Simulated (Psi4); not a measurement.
# A workflow on BF3 (boron trifluoride)

Aim: a geometry optimisation (HF-3c/MINIX), then vibrational wavenumbers, then a single-point energy (CCSD(T)/cc-pVDZ) of BF3 (boron trifluoride). 

The results are computed with Psi4 1.11.

## Step 1: The system as given

The species is BF3 (4 atoms), meant as a singlet with charge 0. As SMILES, `FB(F)F`. The shape is that of a GFN2-xTB optimisation. The run starts from this shape.

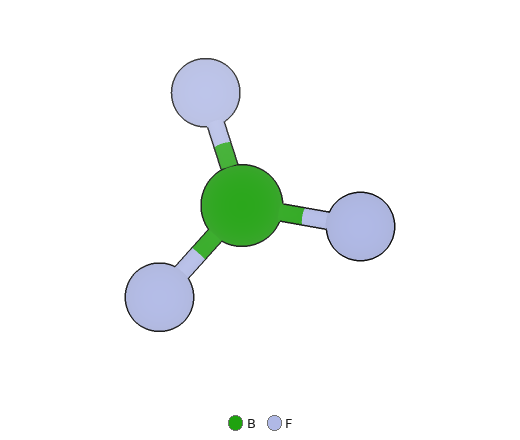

Viewed from a chosen angle; boron green, fluorine light blue.

## Step 2: A geometry optimisation at HF-3c/MINIX (density fitting) (run 1)

Input file input.dat:

```
memory 1600 MB

molecule {
  B      0.000110     0.000040    -0.000210
  F      1.300290    -0.027650     0.013460
  F     -0.626240     1.139760    -0.017260
  F     -0.674160    -1.112140     0.004010
  symmetry c1
}

set geom_maxiter 60

E, wfn = optimize("hf-3c", return_wfn=True)
```

Command:

```console
psi4 -i input.dat -o output.dat -n 1
```

output.dat:

```text
Psi4 1.11 release

gradient() will perform analytic gradient computation.

   => Loading Basis Set <=

    Name: MINIX
    Role: ORBITAL
    Keyword: BASIS

   => HF3C: Empirical Dispersion <=

        s6 =       1.000000
        s8 =       0.877700
        a1 =       0.417100
        a2 =       2.914900

         ---------------------------------------------------------
                                   SCF
                              RHF Reference
                        1 Threads,   1525 MiB Core
         ---------------------------------------------------------

  ==> Geometry <==

    Molecular point group: c1
    Full point group: C1

    Geometry (in Angstrom), charge = 0, multiplicity = 1:

       Center              X                  Y                   Z               Mass
    ------------   -----------------  -----------------  -----------------  -----------------
         B            0.000122922683     0.000041905460    -0.000234670576    11.009305360000
         F            1.300302922683    -0.027648094540     0.013435329424    18.998403162730
         F           -0.626227077317     1.139761905460    -0.017284670576    18.998403162730
         F           -0.674147077317    -1.112138094540     0.003985329424    18.998403162730

  Running in c1 symmetry.

  Rotational constants: A =      0.34977  B =      0.34965  C =      0.17486 [cm^-1]
  Rotational constants: A =  10485.85237  B =  10482.24949  C =   5242.02539 [MHz]
  Nuclear repulsion =  112.011173961466355

  Charge       = 0
  Multiplicity = 1
  Electrons    = 32
  Nalpha       = 16
  Nbeta        = 16

  ==> Algorithm <==

  SCF Algorithm Type is DF.
  DIIS enabled.
  MOM disabled.
  Fractional occupation disabled.
  Guess Type is SAD.
  Energy threshold   = 1.00e-08
  Density threshold  = 1.00e-08
  Integral threshold = 1.00e-12

  ==> Primary Basis <==

  Basis Set: MINIX
    Blend: MINIX
    Number of shells: 12
    Number of basis functions: 20
    Number of Cartesian functions: 20
    Spherical Harmonics?: true
    Max angular momentum: 1

   => Loading Basis Set <=

    Name: (MINIX AUX)
    Role: JKFIT
    Keyword: DF_BASIS_SCF

  ==> Integral Setup <==

  DFHelper Memory: AOs need 0.002 GiB; user supplied 1.118 GiB.
  SCF_SUBTYPE=INCORE selected. In-core MEM_DF algorithm will be used.
  Using in-core AOs.

  ==> MemDFJK: Density-Fitted J/K Matrices <==

    J tasked:                   Yes
    K tasked:                   Yes
    wK tasked:                   No
    Memory [MiB]:              1144
    Algorithm:                 Core
    Schwarz Cutoff:           1E-12
    Mask sparsity (%):       1.5000
    Fitting Condition:        1E-10

   => Auxiliary Basis Set <=

  Basis Set: (MINIX AUX)
    Blend: DEF2-UNIVERSAL-JKFIT
    Number of shells: 100
    Number of basis functions: 306
    Number of Cartesian functions: 368
    Spherical Harmonics?: true
    Max angular momentum: 4

  Minimum eigenvalue in the overlap matrix is 2.9430482407E-01.
  Reciprocal condition number of the overlap matrix is 1.5943225189E-01.
    Using symmetric orthogonalization.

  ==> Pre-Iterations <==

  SCF Guess: Superposition of Atomic Densities via on-the-fly atomic UHF (no occupation information).

   -------------------------
    Irrep   Nso     Nmo
   -------------------------
     A         20      20
   -------------------------
    Total      20      20
   -------------------------

  ==> Iterations <==

                           Total Energy        Delta E     RMS |[F,P]|

   @DF-RHF iter SAD:  -320.14504701932810   -3.20145e+02   0.00000e+00
   @DF-RHF iter   1:  -321.09519679076919   -9.50150e-01   1.59227e-02 DIIS/ADIIS
   @DF-RHF iter   2:  -321.16966486694662   -7.44681e-02   2.66425e-03 DIIS/ADIIS
   @DF-RHF iter   3:  -321.17137425440887   -1.70939e-03   6.03698e-04 DIIS/ADIIS
   @DF-RHF iter   4:  -321.17153260241065   -1.58348e-04   7.16673e-05 DIIS
   @DF-RHF iter   5:  -321.17153525974129   -2.65733e-06   1.10393e-05 DIIS
   @DF-RHF iter   6:  -321.17153530810407   -4.83628e-08   1.57446e-06 DIIS
   @DF-RHF iter   7:  -321.17153530947405   -1.36998e-09   1.43918e-07 DIIS
   @DF-RHF iter   8:  -321.17153530948201   -7.95808e-12   6.30183e-09 DIIS
  Energy and wave function converged.

  ==> Post-Iterations <==

    Orbital Energies [Eh]
    ---------------------

    Doubly Occupied:

       1A    -26.047323     2A    -26.047249     3A    -26.047207
       4A     -7.839748     5A     -1.679161     6A     -1.622981
       7A     -1.622904     8A     -0.815717     9A     -0.767462
      10A     -0.767442    11A     -0.742251    12A     -0.636491
      13A     -0.636465    14A     -0.631680    15A     -0.631628
      16A     -0.618673

    Virtual:

      17A      0.204845    18A      0.452791    19A      0.648355
      20A      0.648597

    Final Occupation by Irrep:
              A
    DOCC [    16 ]
    NA   [    16 ]
    NB   [    16 ]

  @DF-RHF Final Energy:  -321.17153530948201

   => Energetics <=

    Nuclear Repulsion Energy =            112.0111739614663549
    One-Electron Energy =                -671.9251821833291842
    Two-Electron Energy =                 238.8082083930909221
    Total Energy =                       -321.1715353094820102

Computation Completed

Properties will be evaluated at   0.000000,   0.000000,   0.000000 [a0]

Properties computed using the SCF density matrix

 Multipole Moments:

 ------------------------------------------------------------------------------------
     Multipole            Electronic (a.u.)      Nuclear  (a.u.)        Total (a.u.)
 ------------------------------------------------------------------------------------

[... 2 lines left out ...]
 Dipole Y            :          0.0001597           -0.0000171            0.0001427
[... 104 lines left out ...]
	Measures of convergence in internal coordinates in au.
[... 105 lines left out ...]
                           Total Energy        Delta E     RMS |[F,P]|
[... 3 lines left out ...]
   @DF-RHF iter   2:  -321.17313841413608   -3.51223e-05   1.03071e-04 DIIS/ADIIS
[... 2 lines left out ...]
   @DF-RHF iter   5:  -321.17314437869089   -2.95438e-09   2.44920e-07 DIIS
[... 2 lines left out ...]
  Energy and wave function converged.
[... 13 lines left out ...]
    Nuclear Repulsion Energy =            110.2560749038733121
[... 2 lines left out ...]
    Total Energy =                       -321.1731443787196554
[... 16 lines left out ...]
 Dipole Z            :          0.0071972           -0.0009142            0.0062830
[... 87 lines left out ...]
	   Step    Total Energy     Delta E     Max Force     RMS Force      Max Disp      RMS Disp
[... 71 lines left out ...]
   @DF-RHF iter   0:  -321.15637373790599   -3.21156e+02   9.09117e-03
[... 2 lines left out ...]
   @DF-RHF iter   3:  -321.17033345701390   -1.03682e-04   1.93681e-05 DIIS
[... 2 lines left out ...]
   @DF-RHF iter   6:  -321.17033363442624   -1.68882e-10   1.13229e-07 DIIS
[... 2 lines left out ...]
  Energy and wave function converged.
[... 13 lines left out ...]
    Nuclear Repulsion Energy =            110.1836420198149256
[... 2 lines left out ...]
    Total Energy =                       -321.1703336344332911
[... 16 lines left out ...]
 Dipole Z            :         -0.2546649            0.0323969           -0.2222680
[... 87 lines left out ...]
	   Step    Total Energy     Delta E     Max Force     RMS Force      Max Disp      RMS Disp
[... 71 lines left out ...]
   @DF-RHF iter   0:  -321.16992001670661   -3.21170e+02   5.92943e-03
[... 2 lines left out ...]
   @DF-RHF iter   3:  -321.17284740743355   -4.44611e-05   1.21840e-05 DIIS
[... 2 lines left out ...]
   @DF-RHF iter   6:  -321.17284747360225   -4.40536e-11   4.48089e-08 DIIS
[... 2 lines left out ...]
  Energy and wave function converged.
[... 13 lines left out ...]
    Nuclear Repulsion Energy =            110.0768428038654037
[... 2 lines left out ...]
    Total Energy =                       -321.1728474736035537
[... 16 lines left out ...]
 Dipole Z            :         -0.0837838            0.0106484           -0.0731354
[... 87 lines left out ...]
	   Step    Total Energy     Delta E     Max Force     RMS Force      Max Disp      RMS Disp
[... 71 lines left out ...]
   @DF-RHF iter   0:  -321.17276140531663   -3.21173e+02   2.82968e-03
[... 2 lines left out ...]
   @DF-RHF iter   3:  -321.17315284191039   -1.00356e-05   5.65719e-06 DIIS
[... 2 lines left out ...]
   @DF-RHF iter   6:  -321.17315285597414   -8.75389e-12   1.23946e-08 DIIS
[... 5 lines left out ...]
    Final Occupation by Irrep:
[... 10 lines left out ...]
    One-Electron Energy =                -668.3583999730910818
[... 16 lines left out ...]
 Dipole X            :          0.0000351           -0.0000040            0.0000310
[... 82 lines left out ...]
	                                 ==> Convergence Check <==
[... 8 lines left out ...]
	  Convergence Criteria     1.00e-06 *    3.00e-04 *             o    1.20e-03 *             o
[... 65 lines left out ...]
  ==> Iterations <==

                           Total Energy        Delta E     RMS |[F,P]|

   @DF-RHF iter   0:  -321.17321412467925   -3.21173e+02   7.52076e-05
   @DF-RHF iter   1:  -321.17315304939422    6.10753e-05   9.49584e-06 DIIS
   @DF-RHF iter   2:  -321.17315309005261   -4.06584e-08   3.53785e-06 DIIS
   @DF-RHF iter   3:  -321.17315309669834   -6.64573e-09   1.70469e-07 DIIS
   @DF-RHF iter   4:  -321.17315309671005   -1.17097e-11   4.05969e-08 DIIS
   @DF-RHF iter   5:  -321.17315309671091   -8.52651e-13   4.79424e-09 DIIS
  Energy and wave function converged.

  ==> Post-Iterations <==

    Orbital Energies [Eh]
    ---------------------

    Doubly Occupied:

       1A    -26.044211     2A    -26.044210     3A    -26.044206
       4A     -7.837909     5A     -1.666681     6A     -1.614637
       7A     -1.614636     8A     -0.810593     9A     -0.758405
      10A     -0.758405    11A     -0.732343    12A     -0.631940
      13A     -0.631939    14A     -0.628197    15A     -0.628196
      16A     -0.617452

    Virtual:

      17A      0.192756    18A      0.428032    19A      0.621510
      20A      0.621513

    Final Occupation by Irrep:
              A
    DOCC [    16 ]
    NA   [    16 ]
    NB   [    16 ]

  @DF-RHF Final Energy:  -321.17315309671091

   => Energetics <=

    Nuclear Repulsion Energy =            110.1363657049696769
    One-Electron Energy =                -668.3749145319453646
    Two-Electron Energy =                 237.1234972523038493
    Total Energy =                       -321.1731530967109052

Computation Completed

Properties will be evaluated at   0.000000,   0.000000,   0.000000 [a0]

Properties computed using the SCF density matrix

 Multipole Moments:

 ------------------------------------------------------------------------------------
     Multipole            Electronic (a.u.)      Nuclear  (a.u.)        Total (a.u.)
 ------------------------------------------------------------------------------------

 L = 1.  Multiply by 2.5417464519 to convert [e a0] to [Debye]
 Dipole X            :          0.0000077           -0.0000008            0.0000070
 Dipole Y            :          0.0000013           -0.0000001            0.0000012
 Dipole Z            :         -0.0000822            0.0000104           -0.0000718
 Magnitude           :                                                    0.0000721

 ------------------------------------------------------------------------------------

	total time  =          1 seconds =       0.02 minutes

         ------------------------------------------------------------
                                   SCF GRAD
         ------------------------------------------------------------

  ==> Geometry <==

    Molecular point group: c1
    Full point group: C1

    Geometry (in Angstrom), charge = 0, multiplicity = 1:

       Center              X                  Y                   Z               Mass
    ------------   -----------------  -----------------  -----------------  -----------------
         B            0.000001905961     0.000000245017    -0.000025666555    11.009305360000
         F            1.322359946063    -0.028059789983     0.013622560933    18.998403162730
         F           -0.636768706354     1.159234194891    -0.017619944054    18.998403162730
         F           -0.685592344187    -1.131174546892     0.004012256526    18.998403162730

  Nuclear repulsion =  110.136365704969677

   => Auxiliary Basis Set <=

  Basis Set: (MINIX AUX)
    Blend: DEF2-UNIVERSAL-JKFIT
    Number of shells: 100
    Number of basis functions: 306
    Number of Cartesian functions: 368
    Spherical Harmonics?: true
    Max angular momentum: 4

  -Total Gradient:
     Atom            X                  Y                   Z
    ------   -----------------  -----------------  -----------------
       1        0.000002673045     0.000000681156    -0.000010093046
       2        0.000006336323    -0.000000204871     0.000003437050
       3       -0.000004199867     0.000006929561     0.000003261827
       4       -0.000004809500    -0.000007405846     0.000003394168

	total time  =          0 seconds =       0.00 minutes

    			-----------------------------------------

    			 OPTKING 3.0: for geometry optimizations

    			        with contributions from

    			-----------------------------------------

	                            ===> Fragment 1 <==

	 Z (Atomic Numbers)          Masses                          Geom
	       5.000000            11.009305          0.00000360  0.00000046 -0.00004850
	       9.000000            18.998403          2.49889814 -0.05302532  0.02574291
	       9.000000            18.998403         -1.20331846  2.19063514 -0.03329687
	       9.000000            18.998403         -1.29558176 -2.13761009  0.00758207

	 - Coordinate -           - BOHR/RAD -       - ANG/DEG -
	 R(1,2)           =         2.499590           1.322726
	 R(1,3)           =         2.499594           1.322728
	 R(1,4)           =         2.499596           1.322729
[... 5 lines of this table left out ...]
	 O(4,1,2,3)       =         0.000069           0.003982

	        --- Internal Coordinate Step in ANG or DEG, aJ/ANG or AJ/DEG ---
	-------------------------------------------------------------------------------
	           Coordinate      Previous         Force          Change          New
	           ----------      --------        ------          ------        ------
	               R(1,2)       1.32273       -0.00005       -0.00001       1.32272
	               R(1,3)       1.32273       -0.00007       -0.00001       1.32272
	               R(1,4)       1.32273       -0.00007       -0.00001       1.32272
[... 5 lines of this table left out ...]
	           O(4,1,2,3)       0.00398       -0.00000       -0.00389       0.00009
	-------------------------------------------------------------------------------

	                                 ==> Convergence Check <==

	Measures of convergence in internal coordinates in au.

	Criteria marked as inactive (o), active & met (*), and active & unmet ( ).

	----------------------------------------------------------------------------------------------
	   Step    Total Energy     Delta E     Max Force     RMS Force      Max Disp      RMS Disp
	----------------------------------------------------------------------------------------------
	  Convergence Criteria     1.00e-06 *    3.00e-04 *             o    1.20e-03 *             o
	----------------------------------------------------------------------------------------------
	     6    -321.17315310   -2.41e-07 *    8.84e-06 *    4.80e-06 o    6.79e-05 *    4.00e-05 o  ~
	----------------------------------------------------------------------------------------------

Next Geometry in Ang
	Fragment 1 (Ang)

	    B   0.0000007658   0.0000001899  -0.0000032088
	    F   1.3223531361  -0.0280595713   0.0136150005
	    F  -0.6367648164   1.1592281827  -0.0176273363
	    F  -0.6855882840  -1.1311686982   0.0040047514

    Final optimized geometry and variables:
    Molecular point group: c1
    Full point group: C1

    Geometry (in Angstrom), charge = 0, multiplicity = 1:

    B            0.000001905961     0.000000245017    -0.000025666555
    F            1.322359946063    -0.028059789983     0.013622560933
    F           -0.636768706354     1.159234194891    -0.017619944054
    F           -0.685592344187    -1.131174546892     0.004012256526

    Psi4 run time: 0:00:03.86

[set-up sections that repeat, and orbital energies of the middle runs, are left out above]
```

On the terminal:

```text
Optimizer: Optimization complete!
```

Run time: 4.8 s. Hardware: 1 thread of Intel Xeon 6975P-C (Granite Rapids), shared host; peak memory 0.22 GiB.

Step by step:

| step | energy from the first frame kept (eV) | largest force (eV/Å) |
| --- | --- | --- |
| 0 | 0.0000 | 1.3562 |
| 1 | -0.0438 | 0.0848 |
| 2 | 0.0327 | 1.6151 |
| 3 | -0.0357 | 0.5314 |
| 4 | -0.0440 | 0.0137 |
| 5 | -0.0440 | 0.0005 |

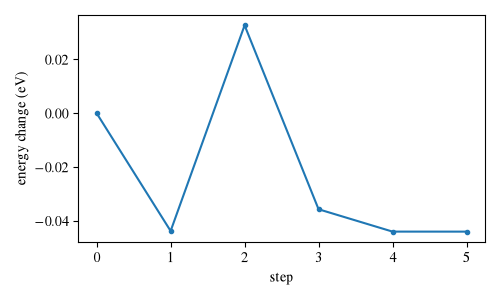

Energy along the run.

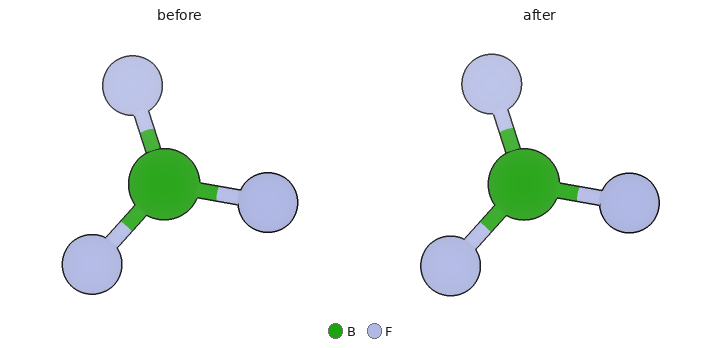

Before and after, at one scale.

After the run. Bond lengths: B1–F2 1.323 Å, B1–F3 1.323 Å, B1–F4 1.323 Å. Angles: F2–B1–F3 120.0°, F2–B1–F4 120.0°, F3–B1–F4 120.0°.

(Part 1 of 2 ends here.)
